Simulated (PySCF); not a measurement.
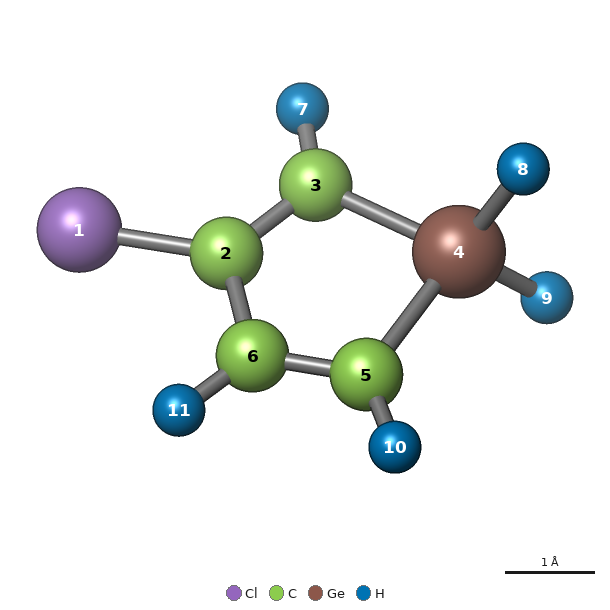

The view is orthographic, and the bar gives the scale. Computed geometry: PBE0-D3(BJ)/def2-SVP optimisation. No frequency run is at hand to confirm it as a minimum.

Write Cartesian coordinates in Å in the frame of the picture: x to the right, y up, z towards the viewer, origin at the mean of the atomic positions.

```xyz
11
C4H5ClGe
Cl  -2.85   0.57  -0.77
C   -1.19   0.30  -0.37
C   -0.18   1.08  -0.81
Ge   1.44   0.32  -0.05
C    0.40  -1.07   0.82
C   -0.89  -0.85   0.51
H   -0.33   1.94  -1.45
H    2.17   1.26   0.93
H    2.44  -0.20  -1.10
H    0.72  -1.89   1.46
H   -1.73  -1.47   0.85
```
